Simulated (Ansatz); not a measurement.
```yaml
atoms:
  - { symbol: Ga, position_ang: [-0.8046, -0.6649, -0.5542] }
  - { symbol: Se, position_ang: [0.7758, 0.5918, 1.2577] }
  - { symbol: H, position_ang: [-0.3674, -2.1132, -0.1159] }
  - { symbol: H, position_ang: [-2.1456, -0.0685, 0.0174] }
  - { symbol: H, position_ang: [-0.1834, -0.0397, -1.8587] }
  - { symbol: H, position_ang: [2.0534, 0.3563, 0.5729] }
  - { symbol: H, position_ang: [0.6718, 1.9383, 0.6808] }
```

Geometry: PBE0-D4/def2-TZVP.

Theory: RKS PBE0-D4/def2-TZVPP (Ansatz 0.2.0).

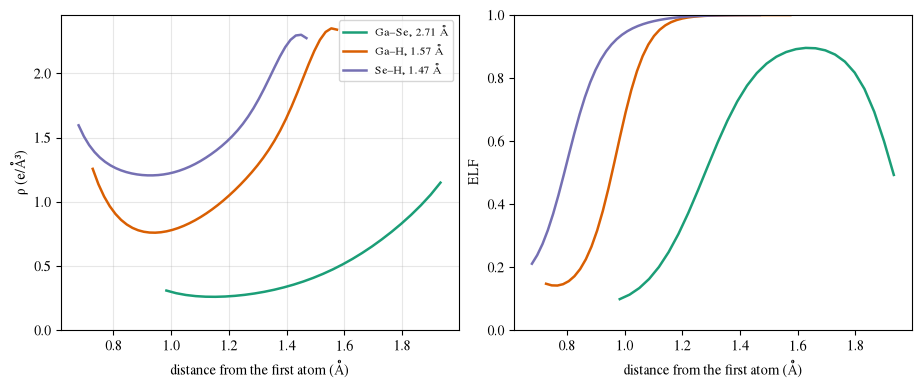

GaH₅Se (SMILES [GaH3-][SeH2+]). Total electron density and ELF along straight lines between neighbouring atoms. The curves leave out the atomic cores.

Question: Compare the contacts.

Answer: Ga–Se (2.71 Å): ρ is about 0.31 e/Å³ halfway, with its minimum of 0.26 e/Å³ about 1.2 Å from Ga; the ELF peaks at about 0.90 between the atoms, as expected for a shared electron pair.
Ga–H (1.57 Å): the density is about 0.97 e/Å³ at the midpoint; the ELF climbs to about 1 towards the hydrogen.
Se–H (1.47 Å): the density is about 1.4 e/Å³ at the midpoint; the ELF climbs to about 1 towards the hydrogen.
